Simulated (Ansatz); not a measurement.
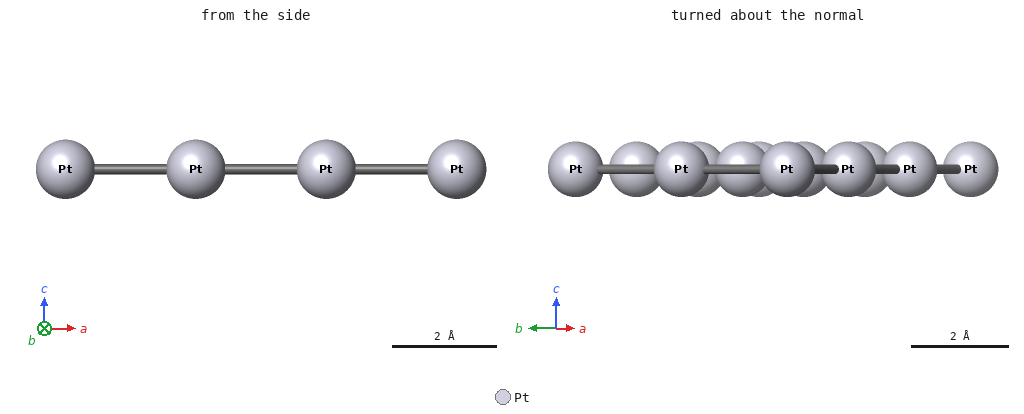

A ball-and-stick picture of a periodic sheet, seen from the side and turned about the normal. The surface normal points up in side views; the vacuum is left out. 3×3 cells are drawn in the plane, with atoms at the edges repeated.

The cell holds 1 Pt.

### What is its extent along the surface normal?

About 0.0 Å from the lowest to the highest atom.

### How do the atoms link up?

About every Pt there are four Pt in a square planar arrangement at about 2.5 Å. The bonds build Pt layers parallel to the surface.

Provenance: a structure type filled with this element by a generator (whether the element takes this form wasn't checked). A relaxation with Ansatz 0.2.0, DFT PBE, scalar-relativistic, plane waves, PAW gave the geometry drawn.
